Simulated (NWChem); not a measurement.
# UHF/STO-3G run of CaH (SMILES [CaH])

What is the vertical ionisation energy of CaH at UHF/STO-3G? 

The calculation is run with NWChem 7.3.0.

9 further runs of the same task are left out: 9 set aside as unsound or not needed. Runs told in other sessions of the task aren't counted.

## 1. The molecule

The species is CaH (2 atoms), meant as a doublet with charge 0. SMILES: `[CaH]`. The shape is that of a PBE0-D4/def2-TZVP optimisation.

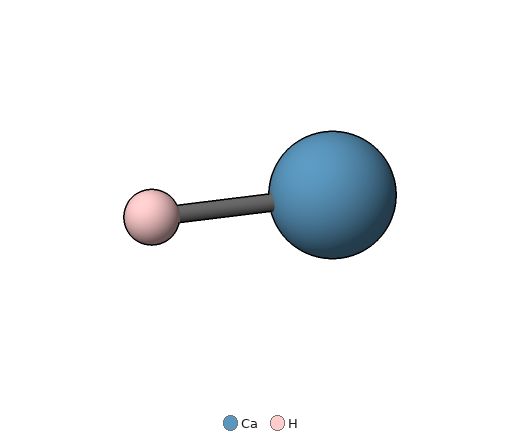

Viewed from a chosen angle; calcium blue, hydrogen pink.

## 2. Energy and forces at UHF/STO-3G

File cah.nw:

```
start cah
memory 2200 mb
geometry noautosym nocenter noautoz
 Ca    0.000000    0.000000    0.020040
 H     0.000000    0.000000    2.009840
end
basis spherical bse
 Ca library STO-3G
 H library STO-3G
end
scf
 doublet
 uhf
 thresh 1e-08
 maxiter 80
end
task scf gradient
```

On the command line:

```bash
$ nwchem cah.nw > cah.out
```

Standard output:

```text
[...]
  functions       =    14
[...]
  wavefunction    = UHF
[...]
         Total SCF energy =   -670.485481594280
      One electron energy =   -931.805145907454
      Two electron energy =    256.000765438918
 Nuclear repulsion energy =      5.318898874256
                       Sz =      0.5000
                 Sz(Sz+1) =      0.7500
                      S^2 =      0.7871
[...]
                         UHF ENERGY GRADIENTS
    atom               coordinates                        gradient
                 x          y          z           x          y          z
   1 Ca      0.000000   0.000000   0.037870   -0.000000   0.000000   0.013725
   2 H       0.000000   0.000000   3.798047    0.000000  -0.000000  -0.013725
[...]
```

It took 0.62 s on 1 thread of Intel Xeon 6975P-C (Granite Rapids), shared host; peak memory 0.1 GiB.

## 3. The singlet cation: the energy at HF/STO-3G

File cah.xyz:

```xyz
2

Ca     0.000000     0.000000     0.020040
H      0.000000     0.000000     2.009840
```

File cah.nw:

```
start cah
memory stack 880 mb heap 220 mb global 1100 mb
charge 1

geometry units angstrom noautosym nocenter noautoz
   load cah.xyz
end

basis "ao basis" spherical bse
   * library STO-3G
end

scf
   thresh 1e-08
   maxiter 80
   print low
end

task scf energy
```

On the command line:

```bash
$ nwchem cah.nw > cah.out
```

Standard output (excerpt; [...] marks lines left out):

```text
[...]
  functions       =    14
[...]
  wavefunction    = RHF
[...]
         Total SCF energy =   -670.332889813199
      One-electron energy =   -925.474935221929
      Two-electron energy =    249.823146534475
 Nuclear repulsion energy =      5.318898874256
        Time for solution =      0.1s
 Task  times  cpu:        0.1s     wall:        0.1s
[...]
```

Wall time 0.56 s (1 thread of Intel Xeon 6975P-C (Granite Rapids), shared host); peak memory 0.1 GiB.

## 4. Outcome

At UHF/STO-3G:

```
                                          quantity          value
                         doublet CaH: total energy  -670.48548 Eh
                        doublet CaH: dipole moment         1.66 D
   doublet CaH: HOMO energy (highest over α and β)       -4.24 eV
    doublet CaH: LUMO energy (lowest over α and β)        4.16 eV
                                 doublet CaH: ⟨S²⟩          0.787
             doublet CaH: largest force on an atom     0.706 eV/Å
                      singlet cation: total energy  -670.33289 Eh
vertical ionisation energy (to the singlet cation)       4.152 eV
```

**Reading.** The vertical ionisation energy comes to 4.15 eV (401 kJ/mol). The largest force (doublet CaH) is 0.71 eV/Å: the shape isn't a stationary point for this species at this level. Only the singlet of the ionised species was computed; a triplet could lie lower. In a minimal basis such a difference can be off by several eV, whatever the method.
